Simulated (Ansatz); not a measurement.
**Geometry relaxation of SiNH2Cl3**

- system: SiNH2Cl3, SMILES N[Si](Cl)(Cl)Cl
- method: RKS PBE-D4/def2-SVP (Ansatz 0.2.0)

The geometry: force-field start. Figures and captions count atoms from 1; the log counts them from 0 in places.

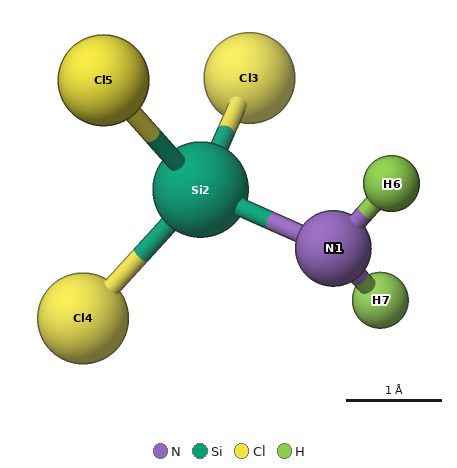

The input geometry (ball-and-stick view, seen at a tilt; atoms are numbered from 1 in the order of the input). Bond lengths as drawn: Cl–Si 1.96 to 2.04 Å, H–N 0.97 to 1.02 Å and N–Si 1.67 Å.

**Key numbers**

```json
{"quantity": "outcome", "value": "converged"}
{"quantity": "total energy", "value": "−46936.7987 eV"}
{"quantity": "mean-field energy", "value": "−46936.5295 eV"}
{"quantity": "dispersion energy", "value": "−0.2691 eV"}
{"quantity": "SCF solution under orbital rotations", "value": "stable"}
{"quantity": "largest force (length of the vector) at the end", "value": "0.019 eV/Å"}
{"quantity": "dipole moment", "value": "2.59 D"}
{"quantity": "hardware", "value": "4 threads of Arm Neoverse V2, 23 GiB of memory available, shared host"}
{"quantity": "wall time", "value": "6 s (CPU time 19 s)"}
{"quantity": "peak memory", "value": "0.14 GiB"}
```

**The input**
```yaml
crystal:
  periodic: [false, false, false]
  atoms:
    - {symbol: N, position_ang: [0.060700, 0.996000, 0.587800]}
    - {symbol: Si, position_ang: [-0.076700, -0.316600, -0.428800]}
    - {symbol: Cl, position_ang: [0.330700, -1.978000, 0.637600]}
    - {symbol: Cl, position_ang: [-1.856800, -0.546600, -1.208600]}
    - {symbol: Cl, position_ang: [1.263700, -0.211900, -1.969500]}
    - {symbol: H, position_ang: [0.942300, 1.088200, 0.981400]}
    - {symbol: H, position_ang: [-0.602600, 0.901000, 1.354300]}
basis:
  gaussian: {orbitals: def2-SVP}
hamiltonian: {xc: pbe, dispersion: d4}
relax: {f_tol: 0.03, max_steps: 200}
```

Run as:
```bash
ansatz run in.yaml --threads 4 --pin off --events-out ev --progress --plain --max-ram 10444MiB
```

**What the program printed**
```
Functional definition: PBE
  name "PBE"
  cite "Perdew, Burke & Ernzerhof, Phys. Rev. Lett. 77, 3865 (1996) doi:10.1103/PhysRevLett.77.3865"
  parent pbe
  parameter kappa = 0.804
  parameter beta = 0.06672455060314922
  exchange = pbe_x(kappa = kappa, mu = beta*pi^2/3)
  correlation = pbe_c(beta = beta)
1069 factors; their error is unknown
mean field evaluation 1: about -46928.6908 eV, gradient 6.2e1 eV
mean field evaluation 2: about -46904.8001 eV, gradient 1.1e2 eV
mean field evaluation 4: about -46936.1337 eV, gradient 4.9e0 eV
mean field evaluation 8: about -46936.1877 eV, gradient 1.1e-1 eV
mean field evaluation 16: about -46936.1096 eV, gradient 1.9e-4 eV
mean field -46936.10962356 eV, -1724.8702142281 hartree, gradient 5.1e-5 eV, S^2 0.000000; 0 other end points of the search recorded, 0 dependent functions left out
the calculation of the forces begins
reference -46936.10965154 eV, -1724.8702152563 hartree; 37, 37 occupied and 59, 59 virtual orbitals, 1069 factors
relax step   1: F+E_penalty+E_count = -46936.38652980 eV  Δ(F+E_penalty+E_count) = +0.000e0 eV  max|allowed force component| = 2.669e0 eV/Å  Δτ_max = 0.0000 Å  (26 SCF iters, accepted)
these checks for a lower state are left out or cut short: starts, cluster_reference, orbital_swaps, neighbouring_geometries, increment
1069 factors; their error is unknown
mean field -46936.48010625 eV, -1724.8838292159 hartree, gradient 2.1e-5 eV, S^2 0.000000; 0 other end points of the search recorded, 0 dependent functions left out
the calculation of the forces begins
reference -46936.48013474 eV, -1724.8838302628 hartree; 37, 37 occupied and 59, 59 virtual orbitals, 1069 factors
relax step   2: F+E_penalty+E_count = -46936.74926707 eV  Δ(F+E_penalty+E_count) = -3.627e-1 eV  max|allowed force component| = 8.010e-1 eV/Å  Δτ_max = 0.1938 Å  (27 SCF iters, accepted)
these checks for a lower state are left out or cut short: starts, cluster_reference, orbital_swaps, neighbouring_geometries, increment
1069 factors; their error is unknown
mean field evaluation 32: about -46936.5116 eV, gradient 1.6e-5 eV
mean field -46936.51162426 eV, -1724.8849874813 hartree, gradient 1.6e-5 eV, S^2 0.000000; 0 other end points of the search recorded, 0 dependent functions left out
the calculation of the forces begins
reference -46936.51165299 eV, -1724.8849885370 hartree; 37, 37 occupied and 59, 59 virtual orbitals, 1069 factors
relax step   3: F+E_penalty+E_count = -46936.78030925 eV  Δ(F+E_penalty+E_count) = -3.104e-2 eV  max|allowed force component| = 3.313e-1 eV/Å  Δτ_max = 0.0675 Å  (27 SCF iters, accepted)
these checks for a lower state are left out or cut short: starts, cluster_reference, orbital_swaps, neighbouring_geometries, increment
1069 factors; their error is unknown
mean field -46936.51561047 eV, -1724.8851339718 hartree, gradient 1.3e-5 eV, S^2 0.000000; 0 other end points of the search recorded, 0 dependent functions left out
the calculation of the forces begins
reference -46936.51563927 eV, -1724.8851350301 hartree; 37, 37 occupied and 59, 59 virtual orbitals, 1069 factors
relax step   4: F+E_penalty+E_count = -46936.78525019 eV  Δ(F+E_penalty+E_count) = -4.941e-3 eV  max|allowed force component| = 4.386e-1 eV/Å  Δτ_max = 0.1482 Å  (32 SCF iters, accepted)
these checks for a lower state are left out or cut short: starts, cluster_reference, orbital_swaps, neighbouring_geometries, increment
1069 factors; their error is unknown
mean field -46936.52541952 eV, -1724.8854944477 hartree, gradient 1.8e-5 eV, S^2 0.000000; 0 other end points of the search recorded, 0 dependent functions left out
the calculation of the forces begins
reference -46936.52544852 eV, -1724.8854955135 hartree; 37, 37 occupied and 59, 59 virtual orbitals, 1069 factors
relax step   5: F+E_penalty+E_count = -46936.79425179 eV  Δ(F+E_penalty+E_count) = -9.002e-3 eV  max|allowed force component| = 1.877e-1 eV/Å  Δτ_max = 0.0557 Å  (27 SCF iters, accepted)
these checks for a lower state are left out or cut short: starts, cluster_reference, orbital_swaps, neighbouring_geometries, increment
1069 factors; their error is unknown
mean field -46936.52951271 eV, -1724.8856448698 hartree, gradient 1.4e-5 eV, S^2 0.000000; 0 other end points of the search recorded, 0 dependent functions left out
the calculation of the forces begins
reference -46936.52954155 eV, -1724.8856459297 hartree; 37, 37 occupied and 59, 59 virtual orbitals, 1069 factors
relax step   6: F+E_penalty+E_count = -46936.79865650 eV  Δ(F+E_penalty+E_count) = -4.405e-3 eV  max|allowed force component| = 1.371e-2 eV/Å  Δτ_max = 0.0502 Å  (27 SCF iters, accepted)
1069 factors; their error is unknown
mean field evaluation 64: about -46936.6072 eV, gradient 1.5e-1 eV
```

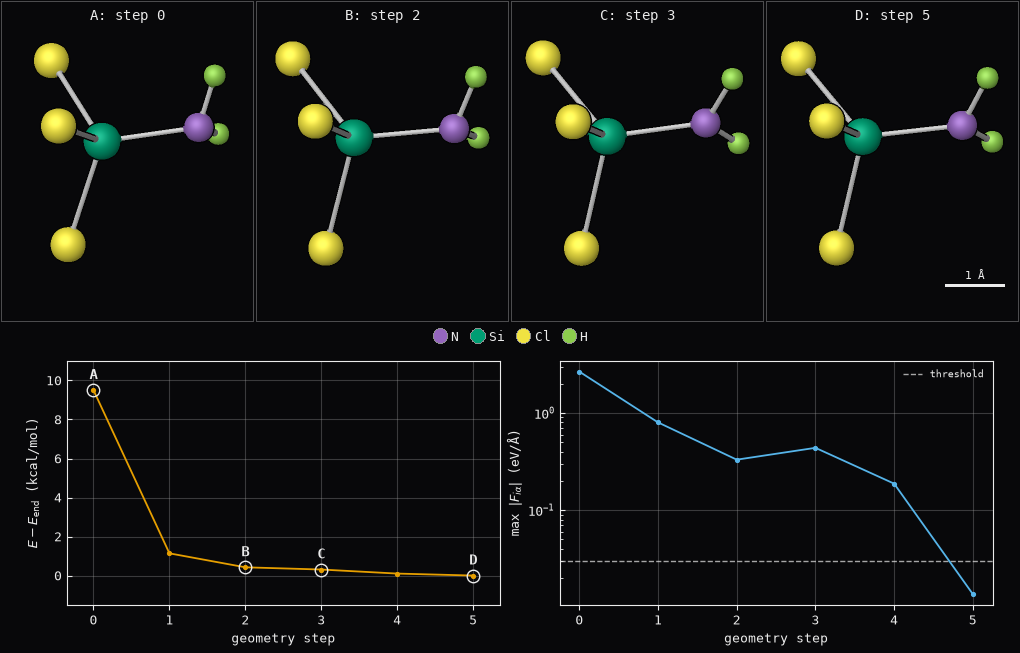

Frames of the relaxation (ball-and-stick view, seen at a tilt) above the curves, on which the letters mark them (the first geometry is step 0 here and step 1 in the log).

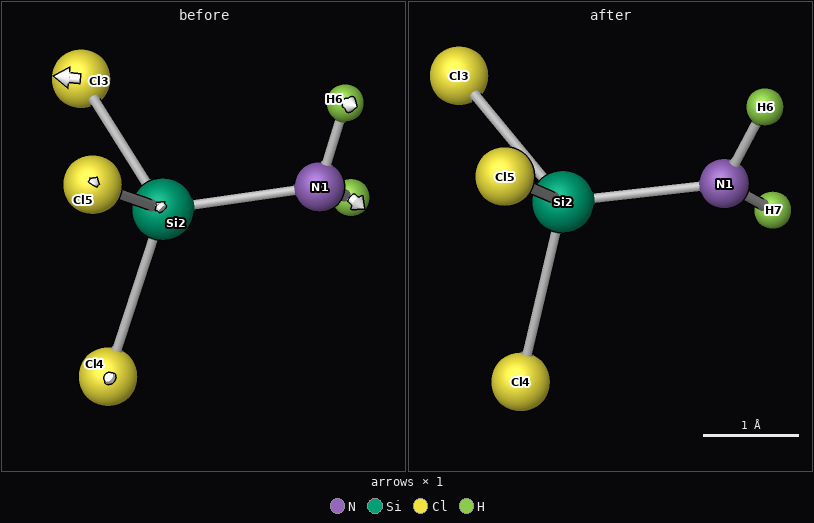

Before (left) and after (right) the relaxation, at one scale (ball-and-stick view, seen at a tilt). The white arrows give the displacements, at true length. The atom that moves furthest after the best rigid fit is Cl3 (0.31 Å). Largest moves by element: Cl 0.31 Å, H 0.21 Å, Si 0.12 Å, N 0.07 Å. Among the contacts that change: Si2–Cl4 1.957 → 2.061 Å, Si2–Cl3 2.016 → 2.075 Å, N1–H6 0.970 → 1.023 Å, N1–Si2 1.666 → 1.710 Å. Among the angles that change: Si2–N1–H7 109.4° → 119.3°, N1–Si2–Cl3 108.1° → 115.8°, N1–Si2–Cl4 114.3° → 107.9°. The energy falls by 9.50 kcal/mol in 5 geometry steps. The largest force component goes from 2.7 to 0.014 eV/Å. (Atoms are counted from 1 in the order of the input.)

```
mean field -46936.52951271 eV, -1724.8856448698 hartree, gradient 1.4e-5 eV, S^2 0.000000; 1 other end points of the search recorded, 0 dependent functions left out
the calculation of the forces begins
reference -46936.52954155 eV, -1724.8856459297 hartree; 37, 37 occupied and 59, 59 virtual orbitals, 1069 factors
Total energy: -46936.79868534 eV, -1724.8955367815 hartree
Atom 0 at     0.058023     0.945402     0.625951 Å, force     0.000262     0.013709     0.009297 eV/Å
Atom 1 at    -0.038162    -0.422311    -0.395616 Å, force    -0.005692    -0.012008    -0.013275 eV/Å
Atom 2 at     0.355731    -2.250180     0.502976 Å, force     0.001729    -0.008244     0.003830 eV/Å
Atom 3 at    -1.955908    -0.521462    -1.144121 Å, force    -0.000263     0.000153    -0.001574 eV/Å
Atom 4 at     1.342711    -0.187475    -1.907290 Å, force     0.001601     0.001233    -0.002631 eV/Å
Atom 5 at     0.973788     1.265399     0.950335 Å, force    -0.007654     0.002282     0.004540 eV/Å
Atom 6 at    -0.674883     1.102728     1.321966 Å, force     0.010017     0.002876    -0.000187 eV/Å
Dipole moment:     0.064430     0.326660     0.425357 e Å
```

**Trajectory as extended XYZ (Å, eV, eV/Å), 6 frames, from step=1 to step=6**
```
7
Properties=species:S:1:pos:R:3:forces:R:3 step=1 energy=-46936.38653
N     0.0607    0.9960    0.5878   -2.3501   1.1088  -0.3275
Si   -0.0767   -0.3166   -0.4288    1.6230  -0.5609  -0.6354
Cl    0.3307   -1.9780    0.6376    0.3301  -1.4284   0.6294
Cl   -1.8568   -0.5466   -1.2086   -2.2916  -0.0529  -0.8382
Cl    1.2637   -0.2119   -1.9695    0.3764   0.1551  -0.2345
H     0.9423    1.0882    0.9814    2.6688   0.5081   1.0668
H    -0.6026    0.9010    1.3543   -0.3566   0.2702   0.3394
7
Properties=species:S:1:pos:R:3:forces:R:3 step=2 energy=-46936.74927
N     0.0466    1.0099    0.5693   -0.5113   0.2220   0.4785
Si   -0.0612   -0.3776   -0.4026    0.3090  -0.8010  -0.6051
Cl    0.3699   -2.1653    0.6069   -0.1338   0.2518  -0.2129
Cl   -1.9566   -0.5102   -1.1967    0.0255  -0.0245   0.0965
Cl    1.3232   -0.1790   -1.9302   -0.1084  -0.0597   0.1336
H     0.9685    1.1745    0.9637    0.4568   0.1877   0.1075
H    -0.6290    0.9797    1.3439   -0.0378   0.2237   0.0019
7
Properties=species:S:1:pos:R:3:forces:R:3 step=3 energy=-46936.78031
N     0.0397    1.0099    0.5846    0.0931  -0.0705   0.2683
Si   -0.0365   -0.3851   -0.4141   -0.0419  -0.3313  -0.0807
Cl    0.3417   -2.1968    0.5542    0.0144   0.1699  -0.0918
Cl   -1.9567   -0.5278   -1.1567    0.0776   0.0469  -0.0157
Cl    1.3492   -0.1988   -1.9332   -0.0940   0.0230   0.1028
H     0.9706    1.2235    0.9674   -0.0993   0.0517  -0.0781
H    -0.6466    1.0072    1.3520    0.0502   0.1103  -0.1047
7
Properties=species:S:1:pos:R:3:forces:R:3 step=4 energy=-46936.78525
N     0.0693    0.8921    0.6617    0.1848   0.0615  -0.2706
Si   -0.0474   -0.4391   -0.3844    0.1531  -0.0355  -0.1719
Cl    0.3658   -2.2607    0.5074   -0.0319  -0.0920  -0.0415
Cl   -1.9530   -0.5126   -1.1572   -0.0678  -0.0479   0.0326
Cl    1.3291   -0.1637   -1.9000   -0.0014  -0.0644   0.0298
H     0.9714    1.2745    0.9312    0.2019   0.0615   0.0499
H    -0.6740    1.1415    1.2955   -0.4386   0.1168   0.3718
7
Properties=species:S:1:pos:R:3:forces:R:3 step=5 energy=-46936.79425
N     0.0579    0.9412    0.6380    0.0079  -0.0777  -0.0158
Si   -0.0247   -0.4279   -0.3839   -0.1877  -0.0661  -0.0367
Cl    0.3491   -2.2864    0.4689    0.0296   0.1096   0.0338
Cl   -1.9513   -0.5225   -1.1238    0.0427   0.0157   0.0000
Cl    1.3489   -0.1933   -1.9019    0.0183   0.0296   0.0183
H     0.9682    1.2902    0.9425    0.0284   0.0288   0.0476
H    -0.6870    1.1308    1.3144    0.0609  -0.0398  -0.0471
7
Properties=species:S:1:pos:R:3:forces:R:3 step=6 energy=-46936.79866
N     0.0580    0.9454    0.6260    0.0003   0.0137   0.0093
Si   -0.0382   -0.4223   -0.3956   -0.0057  -0.0120  -0.0133
Cl    0.3557   -2.2502    0.5030    0.0017  -0.0082   0.0038
Cl   -1.9559   -0.5215   -1.1441   -0.0003   0.0002  -0.0016
Cl    1.3427   -0.1875   -1.9073    0.0016   0.0012  -0.0026
H     0.9738    1.2654    0.9503   -0.0077   0.0023   0.0045
H    -0.6749    1.1027    1.3220    0.0100   0.0029  -0.0002
```

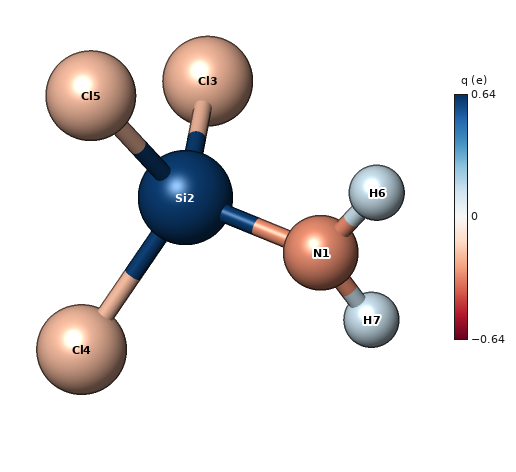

Mulliken charges, as the colour of each atom (ball-and-stick view, seen at a tilt; atoms are numbered from 1 in the order of the input). By element: N −0.30, Si +0.61, Cl −0.20 and H +0.14 e.
